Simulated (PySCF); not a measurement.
Si(H)2(F)2, SMILES F[SiH2]F at its CAM-B3LYP/def2-SVP optimised geometry (Å):

```
5

Si    -0.5625    -0.4438     0.0000
F     -1.0451     1.0894     0.0000
F      1.0451    -0.4438     0.0000
H     -1.0359    -1.0894    -1.2397
H     -1.0372    -1.0882     1.2398
```

Calculation: CAM-B3LYP/def2-TZVP in PySCF. Cells within 0.4 Å of a nucleus heavier than hydrogen are left out (blank, or x).

Map of the HOMO−1 amplitude (bohr^(-3/2)), clipped to [-0.25, 0.25] on the plane z = 0.0 Å; orbital energy -13.43 eV, overall sign arbitrary:

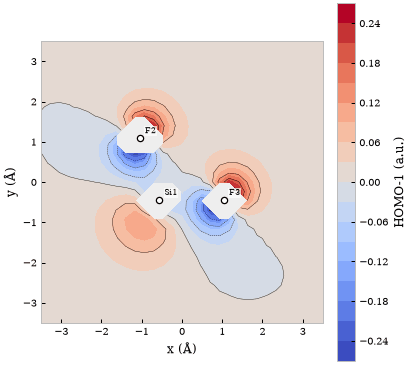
Figure. HOMO−1 amplitude (bohr^(-3/2)), clipped to [-0.25, 0.25] on the plane z = 0.0 Å.
